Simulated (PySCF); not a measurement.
# C$_{3}$H$_{9}$B: one change and its effect

System: C$_{3}$H$_{9}$B (trimethylborane).
Method of run A: GIAO PBE0/6-31G NMR shielding, non-relativistic, gas phase (PySCF 2.14.0).

The geometry comes from this level: PBE0-D3(BJ)/def2-SVP. Text and figures count atoms from 1; the logs count them from 0 in places.

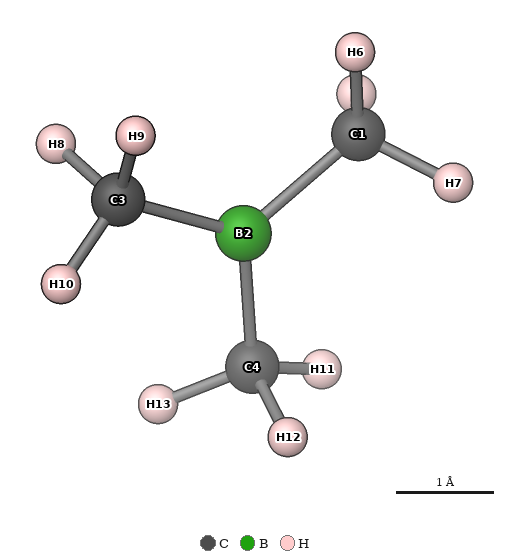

**Figure 1.** The structure (ball-and-stick view, seen at a tilt; atoms are numbered from 1 in the order of the input). Bond lengths as drawn: B–C 1.57 Å and C–H 1.10 to 1.11 Å.

## Input, run A
```
{"job": {"kind": "nmr", "xc": "PBE0", "basis": "6-31G", "pop": true}, "charge": 0, "multiplicity": 1}
C     -0.299524     1.639593    -0.171789
B      0.137190     0.128105    -0.113973
C      1.655776    -0.270751    -0.019498
C     -0.965059    -0.995598    -0.109908
H     -0.739233     1.892662     0.811922
H      0.507491     2.359347    -0.372937
H     -1.116180     1.798286    -0.896497
H      1.905470    -0.220679     1.059801
H      2.339655     0.430499    -0.521824
H      1.877610    -1.301174    -0.337014
H     -1.966865    -0.663512     0.202277
H     -1.055873    -1.325965    -1.163925
H     -0.678180    -1.893947     0.458353
```

The first line tells a small driver script what to run in PySCF; the rest is the geometry in Å.

Launched with:
```bash
OMP_NUM_THREADS=1 python <driver script> task.json out
```

Hardware: 1 CPU thread, shared host.

## Output (run A)
```
coarse grid: 9928 points
cycle   1  E = -144.3505157409  dE =  4.877e-02  |g| = 4.902e-01  |ddm| = 2.868e+00
cycle   2  E = -144.3460239695  dE =  4.492e-03  |g| = 5.022e-01  |ddm| = 9.252e-01
cycle   3  E = -144.4160474120  dE = -7.002e-02  |g| = 7.306e-03  |ddm| = 4.777e-01
cycle   4  E = -144.4160658536  dE = -1.844e-05  |g| = 8.474e-04  |ddm| = 1.182e-02
cycle   5  E = -144.4160661054  dE = -2.518e-07  |g| = 2.828e-04  |ddm| = 1.770e-03
final grid: 93184 points
cycle   6  E = -144.3813340457  dE = -8.013e-06  |g| = 6.698e-03  |ddm| = 1.581e-02
cycle   7  E = -144.3813327313  dE =  1.314e-06  |g| = 7.134e-03  |ddm| = 1.216e-02
cycle   8  E = -144.3813462840  dE = -1.355e-05  |g| = 5.157e-05  |ddm| = 6.060e-03
cycle   9  E = -144.3813462847  dE = -7.767e-10  |g| = 2.111e-05  |ddm| = 1.050e-04
converged SCF energy = -144.3813462847

GIAO shielding tensors (ppm)
atom      isotropic    diamagn.    paramagn.     s11        s22        s33       span
  0 C      182.335     250.468     -68.132    165.654    184.739    196.613     30.959
  1 B       36.627     186.127    -149.500    -14.985    -10.878    135.743    150.729
  2 C      181.112     250.403     -69.291    165.495    182.034    195.806     30.310
  3 C      182.218     250.681     -68.464    165.666    184.827    196.161     30.495
  4 H       31.704      30.002       1.701     28.309     30.021     36.780      8.471
  5 H       31.379      30.541       0.837     27.754     30.217     36.166      8.411
  6 H       31.255      30.202       1.053     27.602     30.231     35.930      8.328
  7 H       31.802      29.839       1.963     28.593     30.009     36.804      8.211
  8 H       31.212      30.314       0.897     27.537     30.025     36.073      8.536
  9 H       31.252      30.470       0.782     27.637     30.311     35.809      8.172
 10 H       31.359      30.793       0.565     27.784     30.343     35.950      8.166
 11 H       31.886      29.983       1.903     28.423     30.168     37.068      8.645
 12 H       31.288      30.665       0.622     27.709     30.223     35.931      8.223
```

The input of run B differs as follows (lines with − go, lines with + come):
```diff
-"basis": "6-31G"
+"basis": "STO-3G"
```

What does this change do to the results?

The total energy of run B is 1047.7 kcal/mol higher, which measures the change of basis and not a stability. The HOMO goes from −8.28 to −7.05 eV. The LUMO goes from 0.24 to 2.60 eV. Of all shieldings, the largest change is that of C3, by +36.3 ppm. The number of SCF iterations is the same. The basis functions go from 54 to 29.

## Output (run B)
```
coarse grid: 9928 points
cycle   1  E = -142.6981496980  dE = -3.332e-02  |g| = 2.926e-01  |ddm| = 4.002e+00
cycle   2  E = -142.7102094910  dE = -1.206e-02  |g| = 2.215e-01  |ddm| = 6.692e-01
cycle   3  E = -142.7252516441  dE = -1.504e-02  |g| = 7.249e-03  |ddm| = 2.863e-01
cycle   4  E = -142.7252671251  dE = -1.548e-05  |g| = 2.928e-03  |ddm| = 1.527e-02
cycle   5  E = -142.7252705667  dE = -3.442e-06  |g| = 1.068e-04  |ddm| = 4.676e-03
final grid: 93184 points
cycle   6  E = -142.7116548097  dE = -5.388e-06  |g| = 3.396e-03  |ddm| = 1.150e-02
cycle   7  E = -142.7116562034  dE = -1.394e-06  |g| = 2.687e-03  |ddm| = 7.719e-03
cycle   8  E = -142.7116583919  dE = -2.188e-06  |g| = 4.286e-05  |ddm| = 3.392e-03
cycle   9  E = -142.7116583925  dE = -6.744e-10  |g| = 1.325e-05  |ddm| = 8.509e-05
converged SCF energy = -142.7116583925

GIAO shielding tensors (ppm)
atom      isotropic    diamagn.    paramagn.     s11        s22        s33       span
  0 C      218.125     245.923     -27.798    206.881    222.177    225.317     18.436
  1 B       38.569     195.781    -157.212    -15.890    -12.405    144.001    159.891
  2 C      217.397     245.939     -28.541    207.448    219.329    225.415     17.966
  3 C      217.971     246.199     -28.228    207.401    219.987    226.526     19.125
  4 H       31.754      30.569       1.185     27.572     29.164     38.526     10.954
  5 H       31.288      30.596       0.692     26.855     29.727     37.281     10.426
  6 H       31.302      30.507       0.795     26.874     29.517     37.515     10.641
  7 H       31.898      30.435       1.462     27.903     29.083     38.706     10.803
  8 H       31.215      30.429       0.785     26.764     29.511     37.369     10.606
  9 H       31.212      30.734       0.478     26.792     29.725     37.119     10.327
 10 H       31.263      31.156       0.107     26.839     29.740     37.210     10.370
 11 H       31.930      30.552       1.378     27.782     29.177     38.832     11.050
 12 H       31.256      31.094       0.162     26.841     29.611     37.315     10.475
```

## The two runs side by side

| quantity | run A | run B |
| --- | --- | --- |
| outcome | converged | converged |
| total energy (hartree) | −144.381346 | −142.711658 |
| HOMO (eV) | −8.28 | −7.05 |
| LUMO (eV) | 0.24 | 2.60 |
| dipole moment (D) | 0.12 | 0.11 |
| shielding of C1 (ppm) | 182.3 | 218.1 |
| shielding of B2 (ppm) | 36.6 | 38.6 |
| shielding of C3 (ppm) | 181.1 | 217.4 |
| shielding of C4 (ppm) | 182.2 | 218.0 |
| shielding of H6 (ppm) | 31.4 | 31.3 |
| shielding of H8 (ppm) | 31.8 | 31.9 |
| shielding of H11 (ppm) | 31.4 | 31.3 |
| SCF iterations | 9 | 9 |
| basis functions | 54 | 29 |
| wall time (shared host) | 3.2 s | 1.8 s |
